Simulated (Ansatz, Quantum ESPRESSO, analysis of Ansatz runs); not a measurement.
# Preparing Li2SnF6 (P-31m) as a host crystal, part 2 of 2

Before any defect goes in: Li2SnF6 (P-31m) at rest, and how it screens a charge.

Ansatz 0.2.0; plane-wave PAW DFT, PBEsol; relaxation of the host's cell and atoms (the session's first sound run).

So far, mean electronic dielectric tensor: step 3 (dielectric tensors of the host) 2.29.

## (4) Defect free supercell on its symmetric sites

This step: plane-wave PAW DFT, PBEsol; single point of the defect-free supercell (Ansatz 0.2.0).

System of this step: Li2SnF6. The cell holds 72 atoms: 16 Li, 8 Sn and 48 F. Cell: a = 9.926 Å, b = 9.926 Å, c = 9.129 Å, α = 90.0°, β = 90.0°, γ = 120.0°.

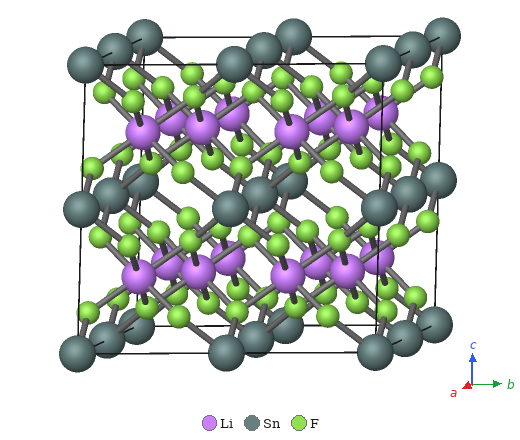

The cell of this step (lithium purple, tin teal, fluorine green). Some periodic images of atoms are drawn too.

pristine.point/input.yaml reads:

```yaml
crystal:
  lattice:
    - [9.9260037726, 5.84e-08, 0.0]
    - [-4.9630019369, 8.596171396, 0.0]
    - [0.0, 0.0, 9.129405597]
  atoms:
    - { symbol: Li, position: [0.3333333334, 0.1666666666, 0.25] }
    - { symbol: Li, position: [0.1666666666, 0.3333333334, 0.25] }
    - { symbol: Sn, position: [0.0, 0.0, 0.0] }
    - { symbol: F, position: [0.1630259092, 0.1630259092, 0.1266525053] }
    - { symbol: F, position: [0.3369740908, 0.3369740908, 0.3733474947] }
    - { symbol: F, position: [0.3369740908, 0.0, 0.1266525053] }
    - { symbol: F, position: [0.1630259092, 0.0, 0.3733474947] }
    - { symbol: F, position: [0.0, 0.3369740908, 0.1266525053] }
    - { symbol: F, position: [0.0, 0.1630259092, 0.3733474947] }
    - { symbol: Li, position: [0.3333333334, 0.1666666666, 0.75] }
    - { symbol: Li, position: [0.1666666666, 0.3333333334, 0.75] }
    - { symbol: Sn, position: [0.0, 0.0, 0.5] }
    - { symbol: F, position: [0.1630259092, 0.1630259092, 0.6266525053] }
    - { symbol: F, position: [0.3369740908, 0.3369740908, 0.8733474947] }
    - { symbol: F, position: [0.3369740908, 0.0, 0.6266525053] }
    - { symbol: F, position: [0.1630259092, 0.0, 0.8733474947] }
    - { symbol: F, position: [0.0, 0.3369740908, 0.6266525053] }
    - { symbol: F, position: [0.0, 0.1630259092, 0.8733474947] }
    - { symbol: Li, position: [0.3333333334, 0.6666666666, 0.25] }
    - { symbol: Li, position: [0.1666666666, 0.8333333333, 0.25] }
    - { symbol: Sn, position: [0.0, 0.5, 0.0] }
    - { symbol: F, position: [0.1630259092, 0.6630259092, 0.1266525053] }
    - { symbol: F, position: [0.3369740908, 0.8369740909, 0.3733474947] }
    - { symbol: F, position: [0.3369740908, 0.5, 0.1266525053] }
    - { symbol: F, position: [0.1630259092, 0.5, 0.3733474947] }
    - { symbol: F, position: [0.0, 0.8369740909, 0.1266525053] }
    - { symbol: F, position: [0.0, 0.6630259092, 0.3733474947] }
    - { symbol: Li, position: [0.3333333334, 0.6666666666, 0.75] }
    - { symbol: Li, position: [0.1666666666, 0.8333333333, 0.75] }
    - { symbol: Sn, position: [0.0, 0.5, 0.5] }
    - { symbol: F, position: [0.1630259092, 0.6630259092, 0.6266525053] }
    - { symbol: F, position: [0.3369740908, 0.8369740909, 0.8733474947] }
    - { symbol: F, position: [0.3369740908, 0.5, 0.6266525053] }
    - { symbol: F, position: [0.1630259092, 0.5, 0.8733474947] }
    - { symbol: F, position: [0.0, 0.8369740909, 0.6266525053] }
    - { symbol: F, position: [0.0, 0.6630259092, 0.8733474947] }
    - { symbol: Li, position: [0.8333333333, 0.1666666666, 0.25] }
    - { symbol: Li, position: [0.6666666666, 0.3333333334, 0.25] }
    - { symbol: Sn, position: [0.5, 0.0, 0.0] }
    - { symbol: F, position: [0.6630259092, 0.1630259092, 0.1266525053] }
    - { symbol: F, position: [0.8369740909, 0.3369740908, 0.3733474947] }
    - { symbol: F, position: [0.8369740909, 0.0, 0.1266525053] }
    - { symbol: F, position: [0.6630259092, 0.0, 0.3733474947] }
    - { symbol: F, position: [0.5, 0.3369740908, 0.1266525053] }
    - { symbol: F, position: [0.5, 0.1630259092, 0.3733474947] }
    - { symbol: Li, position: [0.8333333333, 0.1666666666, 0.75] }
    - { symbol: Li, position: [0.6666666666, 0.3333333334, 0.75] }
    - { symbol: Sn, position: [0.5, 0.0, 0.5] }
    - { symbol: F, position: [0.6630259092, 0.1630259092, 0.6266525053] }
    - { symbol: F, position: [0.8369740909, 0.3369740908, 0.8733474947] }
    - { symbol: F, position: [0.8369740909, 0.0, 0.6266525053] }
    - { symbol: F, position: [0.6630259092, 0.0, 0.8733474947] }
    - { symbol: F, position: [0.5, 0.3369740908, 0.6266525053] }
    - { symbol: F, position: [0.5, 0.1630259092, 0.8733474947] }
    - { symbol: Li, position: [0.8333333333, 0.6666666666, 0.25] }
    - { symbol: Li, position: [0.6666666666, 0.8333333333, 0.25] }
    - { symbol: Sn, position: [0.5, 0.5, 0.0] }
    - { symbol: F, position: [0.6630259092, 0.6630259092, 0.1266525053] }
    - { symbol: F, position: [0.8369740909, 0.8369740909, 0.3733474947] }
    - { symbol: F, position: [0.8369740909, 0.5, 0.1266525053] }
    - { symbol: F, position: [0.6630259092, 0.5, 0.3733474947] }
    - { symbol: F, position: [0.5, 0.8369740909, 0.1266525053] }
    - { symbol: F, position: [0.5, 0.6630259092, 0.3733474947] }
    - { symbol: Li, position: [0.8333333333, 0.6666666666, 0.75] }
    - { symbol: Li, position: [0.6666666666, 0.8333333333, 0.75] }
    - { symbol: Sn, position: [0.5, 0.5, 0.5] }
    - { symbol: F, position: [0.6630259092, 0.6630259092, 0.6266525053] }
    - { symbol: F, position: [0.8369740909, 0.8369740909, 0.8733474947] }
    - { symbol: F, position: [0.8369740909, 0.5, 0.6266525053] }
    - { symbol: F, position: [0.6630259092, 0.5, 0.8733474947] }
    - { symbol: F, position: [0.5, 0.8369740909, 0.6266525053] }
    - { symbol: F, position: [0.5, 0.6630259092, 0.8733474947] }
basis:
  ecutwfc: 420
  xc_grid: 2
hamiltonian:
  xc: pbesol
kpoints:
  mp_grid: { grid: [1, 1, 1], shift: [0.25, 0.25, 0.25] }
scf:
  occupations: { method: fermi_dirac, width: 0.01 }
  max_iter: 80
output:
  forces: true
```

The run is started by

```
$ ansatz run input.yaml --threads 8 --pin off --max-ram 14131MiB --backend cpu --events-out ev --progress --plain --runs-dir out
```

Numbers of over 12 decimals in the logs are rounded to 6 here.

What it wrote:

```text
[...]
Crystal: 72 atoms, lattice volume = 778.972 Å³
Basis set: ecut = 420 eV, 15259 PW (Γ), exchange–correlation on 144×144×128 points (8 copies of the dense FFT grid, shifted against one another)
Bands: 320, of which v1, the nominal top of the filled ones, is band 248 counted from 1 (247 counted from 0)
Symmetry: 32 space group operations
k-points: 1
[...]
SCF iter   1: F=—  HF=-89331.694770 eV  |F-HF|=—  |Δ(HF+E_count)|=         —  Δρ=1.53e-2  dr2=1.15e0  ethr=1.77e-3  ⟨swp⟩=5.0  Hψ=1279  notcnv=0  defer=39
[...]
SCF iter   7: F=-89331.338871 eV  HF=-89331.338872 eV  |F-HF|=4.75e-7  |Δ(HF+E_count)|=   3.99e-7  Δρ=1.21e-5  dr2=7.21e-7  ethr=1.57e-10  ⟨swp⟩=5.0  Hψ=1018  notcnv=0
SCF 1 converged in 7 iterations: F = -89331.338871 eV  dr2 = 7.21e-7
[...]
SCF converged after 7 iterations
Free energy (F): -89331.338871 eV
[...]
Internal energy: -89331.338871 eV  (E = F + TS)
E sigma→0 (E₀):  -89331.338871 eV
Fermi energy:    4.647709 eV
[...]
--- Forces (eV/Å), atoms counted from 1 ---
  atom   1  Li    -0.00027252     0.00015734     0.00000000
  atom   2  Li     0.00027252    -0.00015734    -0.00000000
  atom   3  Sn    -0.00000000    -0.00000000     0.00000000
  atom   4  F      0.00092842     0.00160808    -0.00097864
  atom   5  F     -0.00092842    -0.00160808     0.00097864
  atom   6  F     -0.00129174     0.00016622    -0.00014074
  atom   7  F      0.00129174    -0.00016622     0.00014074
  atom   8  F      0.00078982    -0.00103557    -0.00014074
  atom   9  F     -0.00078982     0.00103557     0.00014074
  atom  10  Li    -0.00027252     0.00015734     0.00000000
  atom  11  Li     0.00027252    -0.00015734    -0.00000000
  atom  12  Sn    -0.00000000    -0.00000000     0.00000000
  atom  13  F      0.00092842     0.00160808    -0.00097864
  atom  14  F     -0.00092842    -0.00160808     0.00097864
  atom  15  F     -0.00129174     0.00016622    -0.00014074
  atom  16  F      0.00129174    -0.00016622     0.00014074
  atom  17  F      0.00078982    -0.00103557    -0.00014074
  atom  18  F     -0.00078982     0.00103557     0.00014074
  atom  19  Li    -0.00027252     0.00015734     0.00000000
  atom  20  Li     0.00027252    -0.00015734    -0.00000000
  atom  21  Sn    -0.00000000     0.00000000    -0.00000000
  atom  22  F      0.00092842     0.00160808    -0.00097864
  atom  23  F     -0.00092842    -0.00160808     0.00097864
  atom  24  F     -0.00129174     0.00016622    -0.00014074
  atom  25  F      0.00129174    -0.00016622     0.00014074
  atom  26  F      0.00078982    -0.00103557    -0.00014074
  atom  27  F     -0.00078982     0.00103557     0.00014074
  atom  28  Li    -0.00027252     0.00015734     0.00000000
  atom  29  Li     0.00027252    -0.00015734    -0.00000000
  atom  30  Sn    -0.00000000     0.00000000    -0.00000000
  atom  31  F      0.00092842     0.00160808    -0.00097864
  atom  32  F     -0.00092842    -0.00160808     0.00097864
  atom  33  F     -0.00129174     0.00016622    -0.00014074
  atom  34  F      0.00129174    -0.00016622     0.00014074
  atom  35  F      0.00078982    -0.00103557    -0.00014074
  atom  36  F     -0.00078982     0.00103557     0.00014074
  atom  37  Li    -0.00027252     0.00015734     0.00000000
  atom  38  Li     0.00027252    -0.00015734    -0.00000000
  atom  39  Sn    -0.00000000     0.00000000    -0.00000000
  atom  40  F      0.00092842     0.00160808    -0.00097864
[...]
atom  61  F      0.00129174    -0.00016622     0.00014074
  atom  62  F      0.00078982    -0.00103557    -0.00014074
  atom  63  F     -0.00078982     0.00103557     0.00014074
  atom  64  Li    -0.00027252     0.00015734     0.00000000
  atom  65  Li     0.00027252    -0.00015734    -0.00000000
  atom  66  Sn    -0.00000000    -0.00000000     0.00000000
  atom  67  F      0.00092842     0.00160808    -0.00097864
  atom  68  F     -0.00092842    -0.00160808     0.00097864
  atom  69  F     -0.00129174     0.00016622    -0.00014074
  atom  70  F      0.00129174    -0.00016622     0.00014074
  atom  71  F      0.00078982    -0.00103557    -0.00014074
  atom  72  F     -0.00078982     0.00103557     0.00014074
  max |Σ_I F_I| component: 2.82e-18 eV/Å
```

Wall time 4.3 s (8 threads of Arm Neoverse V2, shared host); peak memory 1.5 GiB; 22 s of CPU time.

## (5) Defect free supercell relaxed from displaced atoms

This step: plane-wave PAW DFT, PBEsol; relaxation of the defect-free supercell from random displacements, a test of the host's stability (Ansatz 0.2.0).

pristine.rattled/input.yaml, as its differences from pristine.point/input.yaml of step 4:

```diff
@@ -90 +90,5 @@
   forces: true
+relax:
+  f_tol: 0.01
+  max_steps: 120
+  random_displacement: { amplitude: 0.08, seed: 8137 }
```

What it wrote:

```text
[...]
Crystal: 72 atoms, lattice volume = 778.972 Å³
Basis set: ecut = 420 eV, 15259 PW (Γ), exchange–correlation on 144×144×128 points (8 copies of the dense FFT grid, shifted against one another)
Bands: 320, of which v1, the nominal top of the filled ones, is band 248 counted from 1 (247 counted from 0)
Symmetry: 1 space group operations
k-points: 1
[...]
SCF iter   1: F=—  HF=-89329.508232 eV  |F-HF|=—  |Δ(HF+E_count)|=         —  Δρ=1.52e-2  dr2=1.14e0  ethr=1.77e-3  ⟨swp⟩=6.0  Hψ=1366  notcnv=0  defer=32
[...]
SCF iter   7: F=-89329.158559 eV  HF=-89329.158559 eV  |F-HF|=6.21e-7  |Δ(HF+E_count)|=   6.49e-6  Δρ=1.69e-5  dr2=1.45e-6  ethr=5.04e-10  ⟨swp⟩=4.0  Hψ=961  notcnv=0
SCF 1 converged in 7 iterations: F = -89329.158559 eV  dr2 = 1.45e-6
[...]
relax step   1: F+E_penalty+E_count = -89329.15855884 eV  Δ(F+E_penalty+E_count) = +0.000e0 eV  max|allowed force component| = 3.999e0 eV/Å  Δτ_max = 0.0000 Å  (7 SCF iters, dr2 threshold 2.50e-6 eV, accepted)
[...]
relax step   2: F+E_penalty+E_count = -89330.91761262 eV  Δ(F+E_penalty+E_count) = -1.759e0 eV  max|allowed force component| = 1.477e0 eV/Å  Δτ_max = 0.0879 Å  (6 SCF iters, dr2 threshold 1.00e-4 eV, accepted)
relax step   3: F+E_penalty+E_count = -89331.33758805 eV  Δ(F+E_penalty+E_count) = -4.200e-1 eV  max|allowed force component| = 2.827e-2 eV/Å  Δτ_max = 0.0985 Å  (6 SCF iters, dr2 threshold 1.00e-4 eV, accepted)
relax step   4: F+E_penalty+E_count = -89331.33760348 eV  Δ(F+E_penalty+E_count) = -1.544e-5 eV  max|allowed force component| = 2.798e-2 eV/Å  Δτ_max = 0.0000 Å  (5 SCF iters, accepted)
SCF iter   1: F=—  HF=-89331.339902 eV  |F-HF|=—  |Δ(HF+E_count)|=         —  Δρ=7.40e-4  dr2=1.98e-3  ethr=6.36e-6  ⟨swp⟩=5.0  Hψ=608  notcnv=0  defer=64
[...]
SCF iter   7: F=-89331.338877 eV  HF=-89331.338877 eV  |F-HF|=4.48e-9  |Δ(HF+E_count)|=   1.14e-9  Δρ=1.46e-6  dr2=1.17e-8  ethr=2.02e-11  ⟨swp⟩=4.0  Hψ=885  notcnv=0
SCF 5 converged in 7 iterations: F = -89331.338877 eV  dr2 = 1.17e-8
relax step   5: F+E_penalty+E_count = -89331.33887673 eV  Δ(F+E_penalty+E_count) = -1.273e-3 eV  max|allowed force component| = 1.116e-3 eV/Å  Δτ_max = 0.0112 Å  (7 SCF iters, accepted)
SCF converged after 7 iterations
Free energy (F): -89331.338877 eV
[...]
Internal energy: -89331.338877 eV  (E = F + TS)
E sigma→0 (E₀):  -89331.338877 eV
Fermi energy:    4.647306 eV
[...]
--- Forces (eV/Å), atoms counted from 1 ---
  atom   1  Li    -0.00010983     0.00054242     0.00077352
  atom   2  Li    -0.00001513     0.00005530    -0.00015595
  atom   3  Sn     0.00028118    -0.00023500    -0.00032074
  atom   4  F      0.00018342     0.00019871    -0.00029150
  atom   5  F     -0.00020794     0.00005086    -0.00001868
  atom   6  F     -0.00004059     0.00014058     0.00014743
  atom   7  F      0.00027984     0.00013652     0.00011305
  atom   8  F     -0.00006746     0.00033728    -0.00010560
  atom   9  F      0.00030161    -0.00031552     0.00010127
  atom  10  Li     0.00034557    -0.00014942     0.00046197
  atom  11  Li     0.00043657    -0.00039258    -0.00066692
  atom  12  Sn    -0.00036009    -0.00020329    -0.00018908
  atom  13  F     -0.00003952    -0.00012428     0.00013945
  atom  14  F     -0.00033939     0.00010396     0.00024185
  atom  15  F      0.00055442    -0.00082493     0.00026238
  atom  16  F      0.00010325     0.00017498     0.00004496
  atom  17  F     -0.00001749    -0.00000450     0.00003475
  atom  18  F      0.00002492     0.00020887    -0.00005740
  atom  19  Li     0.00036554     0.00018832    -0.00014127
  atom  20  Li     0.00026621    -0.00026003     0.00016785
  atom  21  Sn    -0.00005090     0.00059263     0.00013178
  atom  22  F      0.00031887     0.00003823    -0.00010170
  atom  23  F      0.00037931     0.00017847     0.00031125
  atom  24  F     -0.00010924    -0.00018893    -0.00010661
  atom  25  F     -0.00049978    -0.00028135     0.00001360
  atom  26  F      0.00026969    -0.00011504     0.00012833
  atom  27  F      0.00016449    -0.00022779     0.00006718
  atom  28  Li     0.00002855    -0.00030874     0.00078857
  atom  29  Li    -0.00010666    -0.00045025    -0.00087712
  atom  30  Sn     0.00022080    -0.00040092    -0.00000357
  atom  31  F      0.00039788     0.00000948    -0.00022340
  atom  32  F      0.00015368    -0.00041179     0.00056049
  atom  33  F      0.00032134     0.00004618     0.00029612
  atom  34  F     -0.00052586    -0.00010205     0.00002605
  atom  35  F      0.00015627     0.00004360    -0.00025352
  atom  36  F     -0.00002605     0.00010722    -0.00042521
  atom  37  Li    -0.00015379     0.00002645    -0.00031928
  atom  38  Li     0.00022927    -0.00007055     0.00067297
  atom  39  Sn     0.00016268     0.00026742     0.00014845
  atom  40  F     -0.00029466     0.00000377    -0.00021328
[...]
atom  61  F      0.00013410     0.00015207     0.00025797
  atom  62  F     -0.00039939     0.00015381    -0.00003014
  atom  63  F     -0.00014568    -0.00002295     0.00009126
  atom  64  Li    -0.00090395     0.00011877    -0.00040119
  atom  65  Li    -0.00072406    -0.00010955     0.00021011
  atom  66  Sn    -0.00033301     0.00036570     0.00016752
  atom  67  F     -0.00011801     0.00030799    -0.00020292
  atom  68  F     -0.00028179    -0.00030289     0.00007319
  atom  69  F      0.00013701     0.00005841    -0.00003607
  atom  70  F     -0.00039098     0.00015942    -0.00045709
  atom  71  F      0.00014608     0.00036666     0.00017464
  atom  72  F     -0.00014882     0.00018669    -0.00013390
  max |Σ_I F_I| component: 4.78e-5 eV/Å
--- Relaxed structure (5 steps of the walk, 5 accepted, 0 SCFs on fresh bases) ---
  F+E_penalty+E_count = -89331.33887673 eV   max|allowed force component| = 1.116e-3 eV/Å
  atoms:
    - { symbol: Li, position: [0.333413, 0.166283, 0.249618] }
    - { symbol: Li, position: [0.166780, 0.332969, 0.249716] }
    - { symbol: Sn, position: [7.305132807968129e-5, -0.000356, -0.000299] }
    - { symbol: F, position: [0.163142, 0.162698, 0.126310] }
    - { symbol: F, position: [0.337038, 0.336558, 0.373071] }
    - { symbol: F, position: [0.337072, -0.000367, 0.126308] }
    - { symbol: F, position: [0.163110, -0.000374, 0.373017] }
    - { symbol: F, position: [0.000117, 0.336596, 0.126348] }
    - { symbol: F, position: [8.0554483559786e-5, 0.162676, 0.373050] }
    - { symbol: Li, position: [0.333422, 0.166340, 0.749669] }
    - { symbol: Li, position: [0.166762, 0.332996, 0.749735] }
    - { symbol: Sn, position: [0.000111, -0.000349, 0.499695] }
    - { symbol: F, position: [0.163164, 0.162727, 0.626296] }
    - { symbol: F, position: [0.337050, 0.336584, 0.873068] }
    - { symbol: F, position: [0.337047, -0.000311, 0.626322] }
    - { symbol: F, position: [0.163112, -0.000357, 0.873053] }
    - { symbol: F, position: [0.000113, 0.336633, 0.626343] }
    - { symbol: F, position: [6.853297418826787e-5, 0.162664, 0.873036] }
    - { symbol: Li, position: [0.333411, 0.666311, 0.249693] }
    - { symbol: Li, position: [0.166742, 0.832971, 0.249655] }
    - { symbol: Sn, position: [9.588204371810405e-5, 0.499614, -0.000305] }
    - { symbol: F, position: [0.163141, 0.662691, 0.126307] }
    - { symbol: F, position: [0.337001, 0.836579, 0.373064] }
    - { symbol: F, position: [0.337081, 0.499653, 0.126343] }
    - { symbol: F, position: [0.163144, 0.499655, 0.373050] }
    - { symbol: F, position: [7.888452873977547e-5, 0.836613, 0.126347] }
    - { symbol: F, position: [7.642762351456334e-5, 0.662682, 0.373042] }
    - { symbol: Li, position: [0.333435, 0.666334, 0.749620] }
    - { symbol: Li, position: [0.166787, 0.833012, 0.749763] }
    - { symbol: Sn, position: [0.000104, 0.499661, 0.499691] }
    - { symbol: F, position: [0.163144, 0.662724, 0.626313] }
    - { symbol: F, position: [0.337045, 0.836593, 0.873041] }
    - { symbol: F, position: [0.337061, 0.499647, 0.626319] }
    - { symbol: F, position: [0.163145, 0.499639, 0.873047] }
    - { symbol: F, position: [0.000115, 0.836633, 0.626365] }
    - { symbol: F, position: [9.273423359412725e-5, 0.662661, 0.873066] }
    - { symbol: Li, position: [0.833427, 0.166313, 0.249729] }
    - { symbol: Li, position: [0.666751, 0.332949, 0.249630] }
    - { symbol: Sn, position: [0.500113, -0.000375, -0.000330] }
    - { symbol: F, position: [0.663166, 0.162686, 0.126290] }
    - { symbol: F, position: [0.837060, 0.336603, 0.373069] }
    - { symbol: F, position: [0.837052, -0.000334, 0.126350] }
    - { symbol: F, position: [0.663087, -0.000384, 0.373032] }
    - { symbol: F, position: [0.500096, 0.336590, 0.126307] }
    - { symbol: F, position: [0.500067, 0.162669, 0.373020] }
    - { symbol: Li, position: [0.833405, 0.166295, 0.749643] }
    - { symbol: Li, position: [0.666787, 0.332971, 0.749712] }
    - { symbol: Sn, position: [0.500061, -0.000359, 0.499679] }
    - { symbol: F, position: [0.663141, 0.162691, 0.626287] }
    - { symbol: F, position: [0.837042, 0.336571, 0.873069] }
    - { symbol: F, position: [0.837065, -0.000345, 0.626325] }
    - { symbol: F, position: [0.663127, -0.000403, 0.873013] }
    - { symbol: F, position: [0.500121, 0.336612, 0.626349] }
    - { symbol: F, position: [0.500113, 0.162656, 0.873015] }
    - { symbol: Li, position: [0.833399, 0.666268, 0.249756] }
    - { symbol: Li, position: [0.666775, 0.832978, 0.249730] }
    - { symbol: Sn, position: [0.500106, 0.499648, -0.000316] }
    - { symbol: F, position: [0.663158, 0.662685, 0.126319] }
    - { symbol: F, position: [0.837035, 0.836585, 0.373095] }
    - { symbol: F, position: [0.837061, 0.499620, 0.126341] }
    - { symbol: F, position: [0.663109, 0.499598, 0.373021] }
    - { symbol: F, position: [0.500110, 0.836595, 0.126326] }
    - { symbol: F, position: [0.500091, 0.662655, 0.373038] }
    - { symbol: Li, position: [0.833466, 0.666299, 0.749725] }
    - { symbol: Li, position: [0.666802, 0.832953, 0.749648] }
    - { symbol: Sn, position: [0.500094, 0.499619, 0.499684] }
    - { symbol: F, position: [0.663161, 0.662671, 0.626300] }
    - { symbol: F, position: [0.837039, 0.836578, 0.873076] }
    - { symbol: F, position: [0.837070, 0.499654, 0.626346] }
    - { symbol: F, position: [0.663149, 0.499624, 0.873063] }
    - { symbol: F, position: [0.500082, 0.836604, 0.626310] }
    - { symbol: F, position: [0.500097, 0.662661, 0.873018] }
```

It took 29 s on 8 threads; peak memory 1.6 GiB; 3.6 min of CPU time.

The steps of the relaxation:

```csv
step,energy less that of the first step (eV),largest force component (eV/Å)
1,0.0000,3.9987
2,-1.7591,1.4768
3,-2.1790,0.0283
4,-2.1790,0.0280
5,-2.1803,0.0011
```

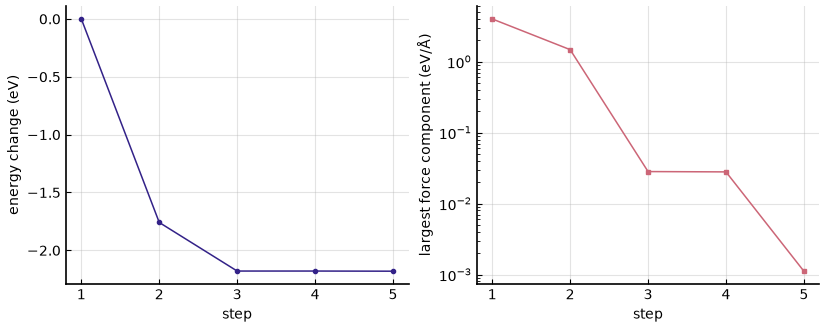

Energy and largest force along the relaxation.

The relaxation ends 30 meV an atom lower than the displaced start, with a largest force component of 0.0011 eV/Å.

## (6) What came out

```
primitive cell vectors, lengths                        : 4.963, 4.963, 4.565 Å
electronic dielectric constant                         : (2.29, 2.29, 2.30) along x, y and z
static dielectric constant                             : (6.70, 6.70, 8.44) along x, y and z
gap on the k-mesh of the response run (PBEsol)         : 5.24 eV
symmetric supercell less the displaced and relaxed one : 0.000 eV
```

**Reading.** Step 5: The energy fell by 2.180 eV from the randomly displaced start; the atoms end within 0.005 Å of the sites as typed, once the mean shift is taken out. The displaced cell ends within 0.01 eV of the symmetric one, so no lower structure shows in this supercell. The k-mesh can miss the band edges, so this gap is an upper bound at this level. All at zero temperature.

[Logs are printed without paths, hosts, clocks, repeated set-up lines and the standing remarks that a program may print on its own settings, such as how far it seeks lower states.]

[Hosts, paths, dates, database ids (printed as entryN), source tags and the programs' standing remarks are cut or masked in the printed files.]

[Runs of the host that timed out are not shown.]

[For some hosts the program warned that the k-mesh of the response run may be too coarse for force constants and the static dielectric constant; such warnings are not always shown.]
